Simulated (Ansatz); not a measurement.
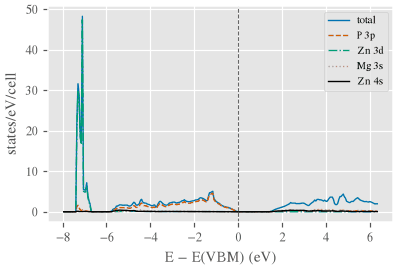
Figure: Total and projected density of states of Mg$_{2}$ZnP$_{2}$ in space group P3m1 (No. 156; Pearson symbol hP5), r²SCAN (plane waves, PAW; program Ansatz)

Task: Which orbitals carry the states next to the gap?

Result: Top 1 eV of the valence band: P 3p 92 %. Bottom 1 eV of the conduction band: Mg 3s 32 %, Zn 4s 20 %, P 3p 14 %, outside the projected shells 30 %. Projections are on Löwdin-orthogonalised atomic valence shells; empty p or d shells of many metals are not among them.

Task: Where is the tallest occupied peak in this window, and what makes it?

Result: Near -7.1 eV, about 48 states/eV per cell; the largest projected share is Zn 3d.

The workflow started from a Materials Project entry (that database holds measured and hypothetical structures alike); the Crystallography Open Database copy checked does not list it. With Mg and Zn taken as one species the cell has the higher symmetry P-3m1, so it may be an ordered model of a mixed-site phase. Whether it is the stable phase at ambient conditions was not checked. The r²SCAN relaxation kept the symmetry of its start; its stability against distortions is not shown here.

Potentials: the later of the program's two PAW sets.
